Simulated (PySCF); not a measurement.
**C5H5ClNPS: excited-state calculation**

The run: excited-state calculation of C5H5ClNPS, SMILES CSc1ccnc(Cl)p1. Method and program: TDDFT PBE0/def2-SVPD, vertical, gas phase, core orbitals frozen in the response (PySCF 2.14.0).

The geometry comes from this level: GFN2-xTB.

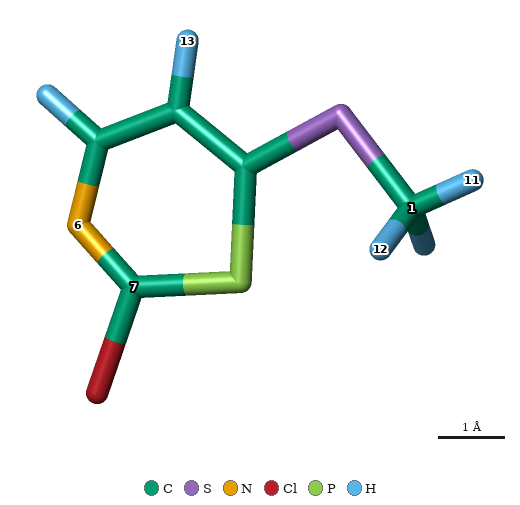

The structure as given in the input (stick view, seen at a tilt; atoms are numbered from 1 in the order of the input).

Results in brief

```json
{"quantity": "outcome", "value": "converged"}
{"quantity": "total energy", "value": "−1446.782546 hartree"}
{"quantity": "HOMO", "value": "−6.93 eV"}
{"quantity": "LUMO", "value": "−2.13 eV"}
{"quantity": "dipole moment", "value": "3.37 D"}
{"quantity": "mean polarisability", "value": "129.24 a.u."}
{"quantity": "lowest singlet excitation", "value": "3.98 eV"}
{"quantity": "hardware", "value": "1 CPU thread, shared host"}
{"quantity": "wall time", "value": "50 s"}
{"quantity": "peak memory", "value": "0.95 GiB"}
```

Input
```
{"job": {"kind": "uv", "xc": "PBE0", "basis": "def2-SVPD", "nstates": 8, "ntriplets": 3}, "charge": 0, "multiplicity": 1}
C     -2.726954    -0.712885     0.217950
S     -1.862920     0.878948     0.244847
C     -0.202733     0.406899    -0.068250
C      0.726012     1.445275    -0.110205
C      2.068514     1.237634    -0.348958
N      2.633951     0.058047    -0.562856
C      1.928984    -1.033576    -0.560978
Cl     2.810505    -2.491214    -0.853407
P      0.211071    -1.286489    -0.309740
H     -2.327965    -1.357706     0.997283
H     -3.773626    -0.496527     0.408362
H     -2.608879    -1.175658    -0.759113
H      0.369461     2.452597     0.051096
H      2.753901     2.074182    -0.373175
```

The first line tells a small driver script what to run in PySCF; the rest is the geometry in Å.

Launch command:
```bash
OMP_NUM_THREADS=1 python <driver script> task.json out
```

The program's output
```
coarse grid: 14464 points
cycle   1  E = -1446.5976177485  dE =  1.468e+00  |g| = 3.548e-01  |ddm| = 7.834e+00
cycle   2  E = -1446.5637391191  dE =  3.388e-02  |g| = 5.370e-01  |ddm| = 2.177e+00
cycle   3  E = -1446.6290986610  dE = -6.536e-02  |g| = 8.241e-02  |ddm| = 1.397e+00
cycle   4  E = -1446.6306102057  dE = -1.512e-03  |g| = 4.019e-02  |ddm| = 2.357e-01
cycle   5  E = -1446.6310563947  dE = -4.462e-04  |g| = 1.101e-02  |ddm| = 8.499e-02
cycle   6  E = -1446.6310879154  dE = -3.152e-05  |g| = 3.765e-03  |ddm| = 3.536e-02
cycle   7  E = -1446.6310919220  dE = -4.007e-06  |g| = 1.038e-03  |ddm| = 1.044e-02
final grid: 129312 points
cycle   8  E = -1446.7825158001  dE = -2.112e-05  |g| = 1.050e-02  |ddm| = 1.571e-01
cycle   9  E = -1446.7824673917  dE =  4.841e-05  |g| = 1.650e-02  |ddm| = 6.041e-02
cycle  10  E = -1446.7825450763  dE = -7.768e-05  |g| = 2.121e-03  |ddm| = 4.113e-02
cycle  11  E = -1446.7825463580  dE = -1.282e-06  |g| = 3.574e-04  |ddm| = 5.039e-03
cycle  12  E = -1446.7825463830  dE = -2.499e-08  |g| = 1.753e-04  |ddm| = 1.460e-03
cycle  13  E = -1446.7825463909  dE = -7.863e-09  |g| = 5.517e-05  |ddm| = 4.917e-04
cycle  14  E = -1446.7825463916  dE = -7.340e-10  |g| = 2.406e-05  |ddm| = 1.554e-04
```

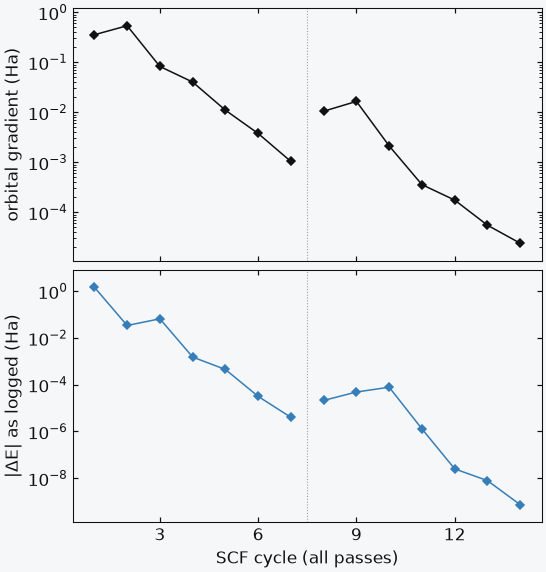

Convergence of the self-consistent field: orbital gradient and size of the energy change against the SCF cycle. The dotted line marks the change from a coarse to the final integration grid. The first 7 cycles use a coarse grid, the final grid takes over at cycle 8, and the field converges after 14 cycles in all.

```
converged SCF energy = -1446.7825463916

Static polarisability (au): isotropic 129.237, principal 75.010 134.575 178.126

Singlet excitations
state   eV       nm        f      main configurations
  1   3.9823    311.3   0.03152   H->L 0.68, H->L+1 0.14, H-1->L 0.14
  2   4.0835    303.6   0.00332   H-2->L 0.98
  3   4.4251    280.2   0.06928   H->L+1 0.39, H-1->L 0.30, H->L 0.28
  4   4.5659    271.5   0.00134   H-2->L+1 0.97
  5   4.8627    255.0   0.28061   H-1->L 0.47, H->L+1 0.44
  6   5.1897    238.9   0.16082   H-1->L+1 0.86
  7   5.3784    230.5   0.00163   H-3->L 0.92
  8   5.4803    226.2   0.00029   H->L+2 0.89

Triplet excitations (Tamm-Dancoff, eV): 2.8780 3.4825 3.7234
```

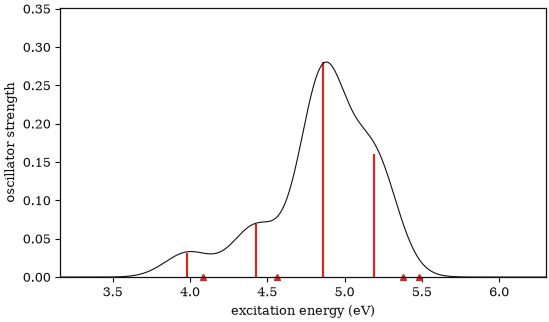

Computed excitations as sticks (degenerate states added up, dark ones marked on the axis), with a Gaussian envelope of 0.35 eV full width at half maximum, scaled to the tallest. Of the 8 states the lowest lies at 3.98 eV (f = 0.032); the strongest line is at 4.86 eV, or 255 nm (f = 0.281).

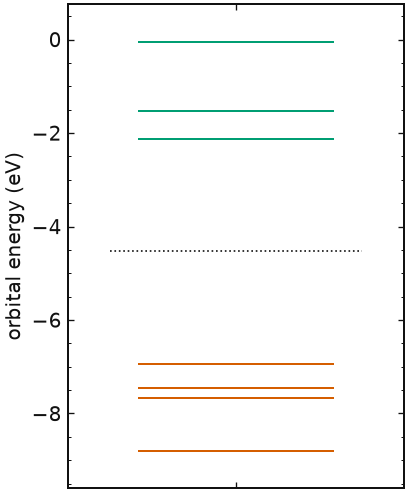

Orbital energies near the frontier; the dotted line parts filled from empty levels, and levels within 0.02 eV of each other stand side by side. Highest filled −6.93 eV, lowest empty −2.13 eV, 4.80 eV apart.
